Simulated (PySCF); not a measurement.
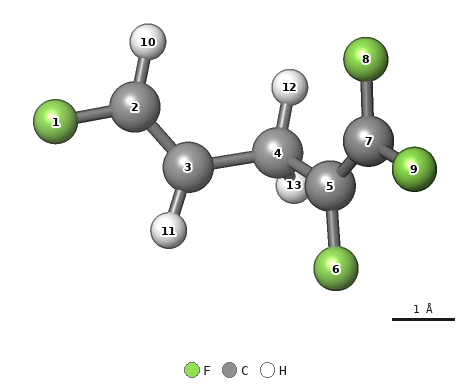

Fig. 1: The input geometry (ball-and-stick view, seen at a tilt; atoms are numbered from 1 in the order of the input). Bond lengths as drawn: C–C 1.32 to 1.50 Å, C–F 1.32 to 1.35 Å and C–H 1.08 to 1.09 Å.

Spin–spin coupling calculation, with input and output: C₅H₄F₄

The run: spin–spin coupling calculation of C₅H₄F₄. Method and program: B3LYP/pcJ-1 indirect spin-spin coupling, non-relativistic, gas phase (PySCF 2.14.0).

The geometry comes from this level: GFN2-xTB. Figures and captions count atoms from 1; the log counts them from 0 in places.

The program's output:
```
coarse grid: 12256 points
cycle   1  E = -592.0433914143  dE =  1.354e+00  |g| = 8.800e-01  |ddm| = 3.218e+00
cycle   2  E = -591.8649461913  dE =  1.784e-01  |g| = 1.391e+00  |ddm| = 1.392e+00
cycle   3  E = -592.1635319561  dE = -2.986e-01  |g| = 1.155e-01  |ddm| = 9.029e-01
cycle   4  E = -592.1651554791  dE = -1.624e-03  |g| = 7.256e-02  |ddm| = 1.428e-01
cycle   5  E = -592.1660617201  dE = -9.062e-04  |g| = 1.839e-02  |ddm| = 6.565e-02
cycle   6  E = -592.1661203568  dE = -5.864e-05  |g| = 7.179e-03  |ddm| = 1.735e-02
cycle   7  E = -592.1661316966  dE = -1.134e-05  |g| = 1.852e-03  |ddm| = 6.008e-03
cycle   8  E = -592.1661323218  dE = -6.252e-07  |g| = 3.785e-04  |ddm| = 1.503e-03
final grid: 123944 points
cycle   9  E = -592.2454038444  dE = -2.292e-04  |g| = 7.707e-03  |ddm| = 1.900e-02
cycle  10  E = -592.2453911475  dE =  1.270e-05  |g| = 1.169e-02  |ddm| = 1.118e-02
cycle  11  E = -592.2454132483  dE = -2.210e-05  |g| = 1.182e-03  |ddm| = 7.429e-03
cycle  12  E = -592.2454133816  dE = -1.333e-07  |g| = 7.940e-04  |ddm| = 1.451e-03
cycle  13  E = -592.2454135151  dE = -1.335e-07  |g| = 2.365e-04  |ddm| = 7.058e-04
cycle  14  E = -592.2454135283  dE = -1.322e-08  |g| = 2.501e-05  |ddm| = 1.915e-04
cycle  15  E = -592.2454135284  dE = -1.044e-10  |g| = 1.152e-05  |ddm| = 2.633e-05
```

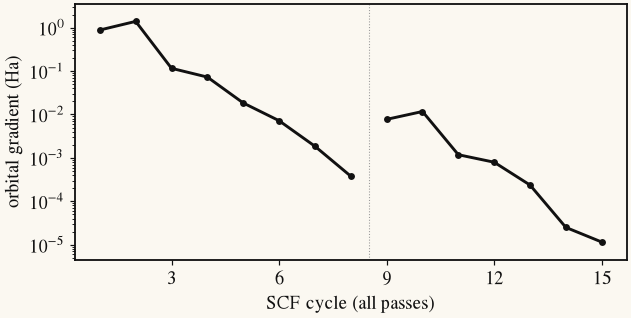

Fig. 2: Convergence of the self-consistent field: orbital gradient against the SCF cycle. The dotted line marks the change from a coarse to the final integration grid. The first 8 cycles use a coarse grid, the final grid takes over at cycle 9, and the field converges after 15 cycles in all.

```
converged SCF energy = -592.2454135284

Indirect spin-spin couplings (Hz)
  i      j    bonds     total        FC       PSO       DSO        SD
  0 F    1 C    1   -333.091  -320.248   -12.646     0.670    -0.867
  0 F    2 C    2     11.783    22.026   -23.500    -0.242    13.498
  0 F    3 C    3      7.398     9.924    -3.045    -0.279     0.798
  0 F    4 C    4      3.606     3.464     0.468    -0.107    -0.219
  0 F    5 F    5      0.350    -0.201     1.299    -0.522    -0.227
  0 F    6 C    5      1.342     0.970    -0.054    -0.083     0.510
  0 F    7 F    6      1.091     0.882    -0.023    -0.350     0.583
  0 F    8 F    6      6.989     1.797     2.653    -0.546     3.085
  0 F    9 H    2     85.657    84.445     5.413    -1.728    -2.472
  0 F   10 H    3     15.512    20.677    -4.070    -0.193    -0.902
  0 F   11 H    4     -3.353    -1.839    -0.469    -0.991    -0.054
  0 F   12 H    4      6.712     6.792     1.086    -1.117    -0.050
  1 C    5 F    4      0.463    -0.101     0.458    -0.155     0.260
  1 C    8 F    5      0.995     0.736    -0.007    -0.134     0.400
  1 C    9 H    1    202.104   201.500    -0.474     1.077         -
  1 C   10 H    2     -6.089    -4.407    -1.353    -0.328         -
  1 C   11 H    3      7.992     8.207    -0.476     0.262         -
  1 C   12 H    3      7.943     8.015     0.188    -0.261         -
  2 C    5 F    3     -4.201    -3.281    -0.393     0.076    -0.602
  2 C    7 F    4      3.321     3.184    -0.291    -0.014     0.443
  2 C    8 F    4      4.003     3.762     0.295    -0.175     0.122
  2 C    9 H    2     14.365    15.583    -0.765    -0.453         -
  2 C   10 H    1    167.362   166.098     0.248     1.017         -
  2 C   11 H    2     -5.429    -5.236    -0.169    -0.025         -
  2 C   12 H    2     -7.897    -7.924     0.026     0.001         -
  3 C    5 F    2     21.153    22.610    -2.567    -0.018     1.128
  3 C    7 F    3     -1.569    -1.333    -0.406     0.100     0.069
  3 C    8 F    3     -1.620    -0.649    -1.309    -0.325     0.663
  3 C    9 H    3      3.741     3.782    -0.128     0.088         -
  3 C   10 H    2      2.036     2.083     0.083    -0.131         -
  3 C   11 H    1    136.705   135.084     0.562     1.060         -
  3 C   12 H    1    141.558   139.933     0.620     1.005         -
  4 C    5 F    1   -310.600  -322.210     6.156     1.018     4.435
  4 C    7 F    2     53.965    48.713    -8.994    -0.010    14.256
  4 C    8 F    2     12.214    24.811   -25.304    -0.110    12.817
  4 C    9 H    4     -1.634    -1.627    -0.000    -0.007         -
  4 C   10 H    3      2.558     2.609    -0.235     0.184         -
  4 C   11 H    2      0.518     0.590    -0.286     0.215         -
  4 C   12 H    2    -13.387   -13.338    -0.233     0.184         -
  5 F    6 C    2     46.021    40.340   -10.245     0.082    15.843
  5 F    7 F    3   -159.193   -20.699  -159.575    -1.626    22.707
  5 F    8 F    3     63.854     2.305    16.046    -0.039    45.541
  5 F    9 H    5      0.704     0.656     0.989    -0.908    -0.033
  5 F   10 H    4      0.248     0.078    -0.478     0.843    -0.194
  5 F   11 H    3     34.588    35.665     0.759    -1.841     0.006
  5 F   12 H    3     10.223     9.237     1.207     0.206    -0.427
  6 C    7 F    1   -354.119  -332.552   -19.896     1.140    -2.811
  6 C    8 F    1   -376.351  -348.022   -24.926     1.133    -4.535
  6 C   10 H    4     -0.162    -0.197     0.133    -0.098         -
  6 C   11 H    3      1.302     1.524    -0.497     0.275         -
  6 C   12 H    3      5.693     5.664     0.263    -0.233         -
  7 F    8 F    2      8.202     5.480   -30.885    -0.806    34.413
  7 F   10 H    5      0.484     0.507     0.827    -0.860     0.011
  7 F   11 H    4      5.359     5.110    -0.819     1.534    -0.466
  7 F   12 H    4      4.945     5.325     0.986    -1.017    -0.349
  8 F    9 H    6     -0.513    -0.349     0.479    -0.607    -0.036
  8 F   11 H    4     -2.667    -0.534    -0.694    -1.255    -0.184
  8 F   12 H    4      7.289     7.171     1.545    -1.330    -0.098
  9 H   10 H    3     11.853    12.293     2.728    -3.168         -
  9 H   11 H    4     -0.208    -0.339    -1.789     1.920         -
  9 H   12 H    4     -2.465    -2.387     0.949    -1.027         -
 10 H   11 H    3     13.110    13.152     2.548    -2.591         -
 10 H   12 H    3      5.127     5.118     0.246    -0.236         -
 11 H   12 H    2    -14.612   -14.780     2.063    -1.896         -
```

This output came from the following input.

The input:
```
{"job": {"kind": "j", "xc": "B3LYP", "basis": "pcJ-1"}, "charge": 0, "multiplicity": 1}
F     -2.971191     0.882886     1.237655
C     -1.980562     0.780144     0.343346
C     -1.240890    -0.307564     0.252160
C     -0.121439    -0.451357    -0.737471
C      1.182181    -0.632173    -0.020091
F      1.363730    -1.833292     0.557974
C      2.125656     0.290964     0.108870
F      2.023064     1.500985    -0.431807
F      3.275509     0.156557     0.749579
H     -1.888853     1.667462    -0.266747
H     -1.415885    -1.139598     0.918119
H     -0.062305     0.426558    -1.379592
H     -0.293402    -1.341086    -1.349722
```

The first line tells a small driver script what to run in PySCF; the rest is the geometry in Å.

Run as:
```bash
OMP_NUM_THREADS=1 python <driver script> task.json out
```

Key numbers:

- outcome: converged
- total energy: −592.245414 hartree
- HOMO: −7.14 eV
- LUMO: −0.33 eV
- dipole moment: 1.89 D
- hardware: 1 CPU thread, shared host
- wall time: 4 min
- peak memory: 1.1 GiB
